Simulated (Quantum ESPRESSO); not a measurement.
# CH2 on Zr(0001), fcc start, 2x2 cell: photoemission fingerprints, part 2 of 7

What would XPS and UPS show for CH2 on Zr(0001), fcc start, 2x2 cell?

Quantum ESPRESSO 7.5; DFT, PBE, plane waves, ultrasoft GBRV pseudopotentials, scalar-relativistic.

So far, work function, upper face (eV): step 2 (the clean face: planar potential) 4.16.

### Step 3. Projected DOS and spectra (continued)

Simulated valence spectra by photon energy, shown to 13 eV, since a deeper line would dwarf them at some energies; the 100 % can be that line's tail at the edge; this run's widths, added to any smearing of the DOS itself: Gaussian 0.6 eV, Lorentzian 0.2 eV plus 0.08 an eV of depth. Table of intensity by binding energy, zero at the Fermi level; values in % of the maximum within 13 eV:

```
binding energy (eV)  21.2 eV  60 eV  100 eV  1486.7 eV  8047.8 eV
                 -1     3.36   4.04    3.98       4.40       7.67
                  0     52.7   53.7    53.5       53.6       55.7
                  1     98.8   99.0    98.9       98.7       97.5
                  2     72.2   74.7    76.0       75.3       97.7
                  3     23.6   28.3    30.3       29.5       68.2
                  4     3.91   7.35    8.61       8.53       36.3
                  5     1.37   3.56    4.08       4.44       20.5
                  6    0.709   2.05    2.04       2.77       10.1
                  7    0.450   1.78    1.67       2.53       9.12
                  8    0.314   1.74    1.60       2.57       9.47
                  9    0.232   1.80    1.64       2.72       10.2
                 10    0.179   1.93    1.74       2.96       11.3
                 11    0.142   2.11    1.89       3.28       12.6
                 12        -   2.35    2.10       3.68       14.3
```

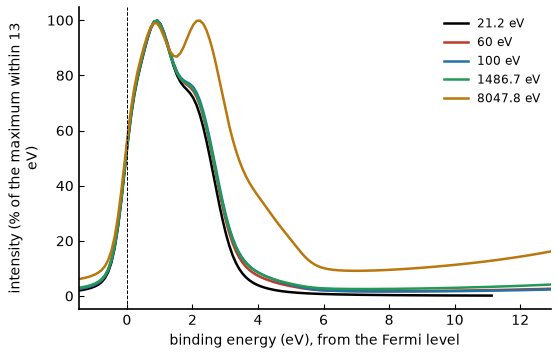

Intensity against binding energy.

The spectra weight each projected shell by its atomic cross section (Dirac–Hartree–Slater) and angular factor, for unpolarised light with the analyser at 54.7° from the beam. Broadening, on top of any smearing of the DOS itself: a Gaussian of 0.6 eV and a Lorentzian of 0.2 eV plus 0.08 times the binding energy (full widths), Fermi edge at 77 K. Each atom is damped by exp[−depth/(λ cos θ)], θ = 0° from the normal, λ from the universal curve. Curves are cut 10 eV under the photon energy, above any shell that the free atom's threshold puts out of reach, or at the lower edge of the window: 11.2 eV at 21.2 eV, 29.2 eV at 60 eV, 29.2 eV at 100 eV, 29.2 eV at 1486.7 eV and 29.2 eV at 8047.8 eV. Dipole terms alone, which is rough above 3 keV; no background, satellites or final-state effects.

How the area divides among the shells (%):

| shell | 21.2 eV | 60 eV | 100 eV | 1486.7 eV | 8047.8 eV |
| --- | --- | --- | --- | --- | --- |
| Zr 5s | 0.1 | 1.0 | 1.7 | 0.7 | 1.9 |
| Zr 4p | 0.0 | 80.9 | 78.5 | 87.1 | 95.2 |
| Zr 4d | 99.4 | 17.7 | 19.1 | 11.6 | 2.3 |

At the Fermi level the DOS is 7.38 states/eV a cell, and on the broadened curves Zr 4d holds 78 % of the total there.

### Step 4. Relaxing the atoms

System of this step: Zr16H2C. The cell holds 19 atoms: 2 H, 1 C and 16 Zr. Cell: a = 6.460 Å, b = 6.460 Å, c = 24.525 Å, α = 90.0°, β = 90.0°, γ = 60.0°. It derives from Zr. How the cell was made: adsorbate; added: CH2; site: fcc; coverage 0.25 monolayer; cell: 2x2; on one face. Regions: ad, 3 atoms (2 H and 1 C); L1, 4 atoms (4 Zr); L2, 4 atoms (4 Zr); L3, 4 atoms (4 Zr); rest, 4 atoms (4 Zr). Vacuum lies along c.

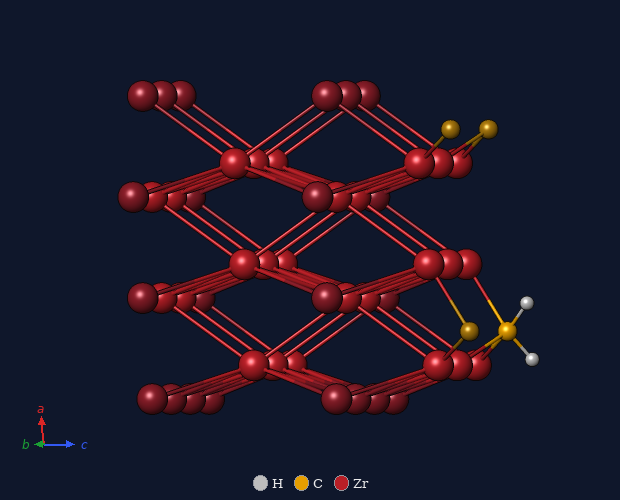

The cell of this step (hydrogen light grey, carbon orange, zirconium red). Some periodic images of atoms are drawn too.

The cut or typed positions aren't at rest, and spectra shift with geometry, so the relaxation comes first. 8 atoms are held to stand for the bulk. A dipole correction cancels the field between unlike faces.

Input file relax.in:

```
&control
  calculation = 'relax'
  prefix = 'pes'
  outdir = './tmp'
  pseudo_dir = './pp'
  tprnfor = .true.
  nstep = 45
  forc_conv_thr = 0.00117
  tefield = .true.
  dipfield = .true.
/
&system
  ibrav = 0
  nat = 19
  ntyp = 3
  ecutwfc = 40.0
  ecutrho = 200.0
  occupations = 'smearing'
  nbnd = 114
  smearing = 'fd'
  degauss = 0.00367
  edir = 3
  emaxpos = 0.98
  eopreg = 0.04
  eamp = 0.0
/
&electrons
  conv_thr = 1.1e-07
  mixing_beta = 0.3
  electron_maxstep = 120
  mixing_mode = 'local-TF'
/
&ions
/
ATOMIC_SPECIES
H 1.0080 h_pbe_v1.4.uspp.F.UPF
C 12.0110 c_pbe_v1.2.uspp.F.UPF
Zr 91.2240 zr_pbe_v1.uspp.F.UPF
CELL_PARAMETERS angstrom
 6.460000000 0.000000000 0.000000000
 3.230000000 5.594524108 0.000000000
 0.000000000 0.000000000 24.525000000
ATOMIC_POSITIONS crystal
H 0.307555425 0.166666667 0.694189602
H 0.028968447 0.166666667 0.694189602
C 0.168361116 0.166666667 0.668909276
Zr 0.000000000 0.000000000 0.622018349
Zr 0.500000000 0.000000000 0.622018349
Zr 0.000000000 0.500000000 0.622018349
Zr 0.500000000 0.500000000 0.622018349
Zr 0.833333333 0.333333333 0.516615698
Zr 0.333333333 0.333333333 0.516615698
Zr 0.833333333 0.833333333 0.516615698
Zr 0.333333333 0.833333333 0.516615698
Zr 0.000000000 0.000000000 0.411213048 0 0 0
Zr 0.500000000 0.000000000 0.411213048 0 0 0
Zr 0.000000000 0.500000000 0.411213048 0 0 0
Zr 0.500000000 0.500000000 0.411213048 0 0 0
Zr 0.833333333 0.333333333 0.305810398 0 0 0
Zr 0.333333333 0.333333333 0.305810398 0 0 0
Zr 0.833333333 0.833333333 0.305810398 0 0 0
Zr 0.333333333 0.833333333 0.305810398 0 0 0
K_POINTS automatic
6 6 1 0 0 0
```

Run with:

```sh
$ OMP_NUM_THREADS=1 mpirun -n 8 pw.x -nk 4 -in relax.in > relax.out
```

The program printed:

```text
[banner, memory and clock lines left out]
Program PWSCF v.7.5 starts

          URL

     Presently no symmetry can be used with electric field

     bravais-lattice index     =            0
     lattice parameter (alat)  =      12.2076  a.u.
     unit-cell volume          =    5981.3785 (a.u.)^3
     number of atoms/cell      =           19
     number of atomic types    =            3
     number of electrons       =       198.00
     number of Kohn-Sham states=          114
     kinetic-energy cutoff     =      40.0000  Ry
     charge density cutoff     =     200.0000  Ry
     scf convergence threshold =      1.1E-07
     mixing beta               =       0.3000
     number of iterations used =            8  local-TF  mixing
     energy convergence thresh.=      1.0E-04
     force convergence thresh. =      1.2E-03
     Exchange-correlation= SLA  PW   PBE  PBE
                           (   1   4   3   4   0   0   0)
     nstep                     =           45

     celldm(1)=  12.207631  celldm(2)=   0.000000  celldm(3)=   0.000000
     celldm(4)=   0.000000  celldm(5)=   0.000000  celldm(6)=   0.000000

     crystal axes: (cart. coord. in units of alat)
               a(1) = (   1.000000   0.000000   0.000000 )
               a(2) = (   0.500000   0.866025   0.000000 )
               a(3) = (   0.000000   0.000000   3.796440 )

     reciprocal axes: (cart. coord. in units 2 pi/alat)
               b(1) = (  1.000000 -0.577350  0.000000 )
               b(2) = (  0.000000  1.154701  0.000000 )
               b(3) = (  0.000000  0.000000  0.263405 )

     PseudoPot. # 1 for H  read from file:
     ./pp/h_pbe_v1.4.uspp.F.UPF
     Pseudo is Ultrasoft, Zval =  1.0
     Generated by new atomic code, or converted to UPF format
     Using radial grid of  615 points,  2 beta functions with:
                l(1) =   0
                l(2) =   0
     Q(r) pseudized with  8 coefficients,  rinner =    0.700

     PseudoPot. # 2 for C  read from file:
     ./pp/c_pbe_v1.2.uspp.F.UPF
     Pseudo is Ultrasoft + core correction, Zval =  4.0
     Generated by new atomic code, or converted to UPF format
     Using radial grid of  721 points,  4 beta functions with:
                l(1) =   0
[...]
Q(r) pseudized with  8 coefficients,  rinner =    1.100   1.100   1.100

     PseudoPot. # 3 for Zr read from file:
     ./pp/zr_pbe_v1.uspp.F.UPF
     Pseudo is Ultrasoft + core correction, Zval = 12.0
     Generated by new atomic code, or converted to UPF format
     Using radial grid of  887 points,  6 beta functions with:
[...]
l(5) =   2
                l(6) =   2
     Q(r) pseudized with  6 coefficients,  rinner =    1.200   1.200   1.200
[...]
4.1260   4.1311   4.1988   4.2517   4.3420   4.5531   4.6366   4.6583
     4.6900   4.7398

     the Fermi energy is     3.9016 ev

!    total energy              =   -1599.80297489 Ry
[...]
smearing contrib. (-TS)   =      -0.01605540 Ry
     internal energy E=F+TS    =   -1599.78691949 Ry

     The total energy is F=E-TS. E is the sum of the following terms:
     one-electron contribution =  -10084.44919584 Ry
     hartree contribution      =    5046.19472960 Ry
     xc contribution           =    -288.76455011 Ry
     ewald contribution        =    3727.23203511 Ry
     electric field correction =       0.00006175 Ry

     convergence has been achieved in  13 iterations

[...]
Forces acting on atoms (cartesian axes, Ry/au):

[...]
atom   18 type  3   force =     0.00000650   -0.00040495    0.01978552
     atom   19 type  3   force =    -0.00002355   -0.00020448    0.01965290

     Total force =     0.039437     Total SCF correction =     0.000384
     Energy error            =      6.6E-03 Ry
     Gradient error          =      1.7E-02 Ry/Bohr

     number of scf cycles    =   4
     number of bfgs steps    =   3

     energy             old  =   -1599.7963745143 Ry
     energy             new  =   -1599.8029748882 Ry

     CASE: energy            _new < energy            _old

     new trust radius        =       0.0374888461 bohr
     new conv_thr            =       0.0000000156 Ry

ATOMIC_POSITIONS (crystal)
[...]
Zr               0.8323415062        0.8355282635        0.5167877266
Zr               0.3329095801        0.8340283022        0.5187891111
[...]
Zr               0.8333333330        0.8333333330        0.3058103980    0   0   0
Zr               0.3333333330        0.8333333330        0.3058103980    0   0   0

     XML data file
     NEW-OLD atomic charge density approx. for the potential

     Check: negative core charge=   -0.000001

[...]
per-process dynamical memory:   287.9 Mb

     Self-consistent Calculation

[...]
Computed dipole along edir(3) :
        Dipole                0.1711 Ry au,          0.4349 Debye
        Dipole field          0.0004 Ry au,

        Potential amp.       -0.0320 Ry
        Total length         44.4917 bohr

     total energy              =   -1599.80475260 Ry
     estimated scf accuracy    <       0.00413223 Ry

     iteration #  2     ecut=    40.00 Ry     beta= 0.30
     Davidson diagonalization with overlap
     ethr =  2.09E-06,  avg # of iterations =  1.4

     negative rho (up, down):  9.679E-01 0.000E+00

     Adding external electric field

     Computed dipole along edir(3) :
        Dipole                0.1712 Ry au,          0.4350 Debye
        Dipole field          0.0004 Ry au,

        Potential amp.       -0.0320 Ry
        Total length         44.4917 bohr

     total energy              =   -1599.80456159 Ry
     estimated scf accuracy    <       0.00151760 Ry

     iteration #  3     ecut=    40.00 Ry     beta= 0.30
     Davidson diagonalization with overlap
     ethr =  7.66E-07,  avg # of iterations =  2.1

     negative rho (up, down):  9.679E-01 0.000E+00

     Adding external electric field

     Computed dipole along edir(
```

The job ended after 40 min (8 MPI ranks of Arm Neoverse V2, shared host).

The run was cut off at the time limit before the relaxation met all its tests.

[end of part 2 of 7]

[Logs are printed without paths, hosts, clocks, repeated set-up lines and the standing remarks that a program may print on its own settings, such as how far it seeks lower states.]

[Hosts, paths, dates, database ids (printed as entryN), source tags and the programs' standing remarks are cut or masked in the printed files.]

[Maps of the electrostatic potential energy from Ansatz leave out the sawtooth potential of an applied field or a dipole correction, so their vacuum need not be flat; work functions include it.]
